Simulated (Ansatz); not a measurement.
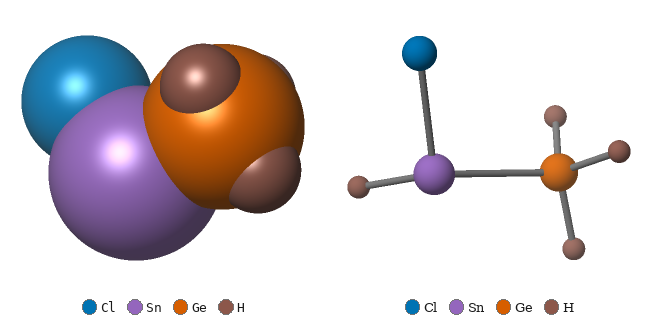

The same structure drawn twice, from different directions.

State: neutral, doublet. The geometry was computed by an optimisation with PBE0-D4/def2-TZVP.

Give the formula.

ClGeH₄Sn, 7 atoms: 1 chlorine, 1 germanium, 4 hydrogen and 1 tin.

How many bonds of each kind are drawn?

3 Ge–H, 1 Cl–Sn, 1 Ge–Sn, 1 Sn–H.

Give the symmetry (Schoenflies symbol).

C1.

How many sets of symmetry-equivalent atoms are there?

7: 1 Cl, 1 Sn, 1 Ge, 1 H, 1 H, 1 H, 1 H.

The parts below concern this one geometry. Atoms keep their numbers from picture to picture.

**Geometry**

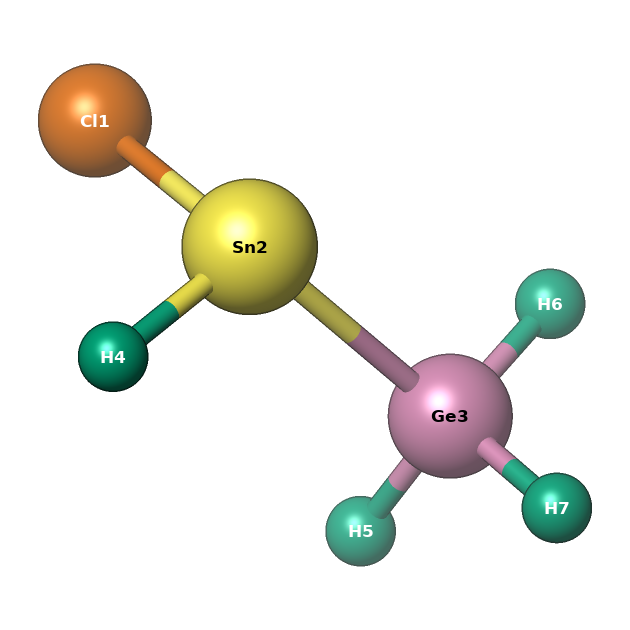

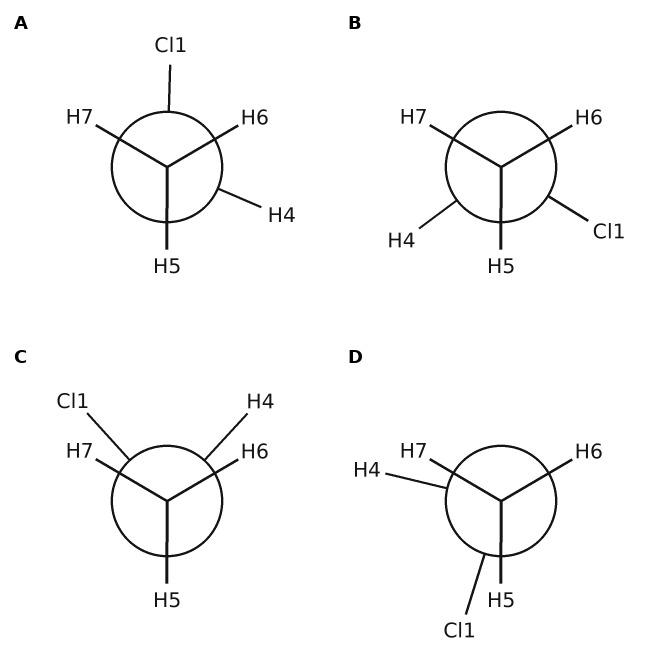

Depth is shown by fading: the farther an atom, the more it takes the colour of the background. Bonds that would overlap in a projection are set slightly apart.

Which Newman projection shows the view along Ge3–Sn2, with Ge3 in front?

B. The torsion angle H5–Ge3–Sn2–Cl1 is −58°, synclinal (gauche).

**Levels of theory compared**

Program: Ansatz 0.2.0.

Tabulate dipole (D), HOMO energy (eV) at these levels: B3LYP-D4/def2-TZVPP; PBE-D4/def2-TZVPP; r2SCAN-D4/def2-TZVPP; ωB97M-V/def2-TZVPP.

```csv
level,dipole (D),HOMO energy (eV)
B3LYP-D4/def2-TZVPP,2.66,−6.05
PBE-D4/def2-TZVPP,2.49,−5.28
r2SCAN-D4/def2-TZVPP,2.64,−5.64
ωB97M-V/def2-TZVPP,2.76,−8.22
```

**Charges**

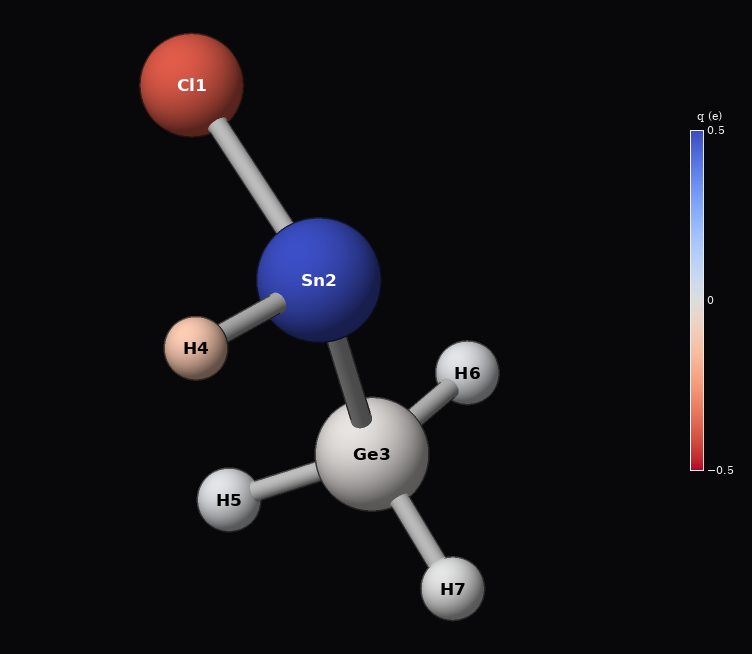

Atoms are coloured by their Mulliken charges. Method: UKS B3LYP-D4/def2-TZVPP, core potentials on Sn (Ansatz 0.2.0).

Give the Mulliken charges atom by atom.

```json
{"atom": "Cl1", "value (e)": "−0.39"}
{"atom": "Sn2", "value (e)": "0.50"}
{"atom": "Ge3", "value (e)": "−0.01"}
{"atom": "H4", "value (e)": "−0.12"}
{"atom": "H5", "value (e)": "0.01"}
{"atom": "H6", "value (e)": "0.01"}
{"atom": "H7", "value (e)": "0.00"}
```

**Vibrations**

Harmonic vibrations computed with UKS PBE0-D4/def2-TZVP, core potentials on Sn (Ansatz 0.2.0) at a stationary point of the same level.

List the wavenumbers.

15 modes: 57, 67, 203, 337, 354, 423, 489, 543, 759, 868, 874, 1832, 2140, 2158, 2173 cm⁻¹.

Mulliken values depend strongly on the basis set and can even reverse the polarity of a bond.
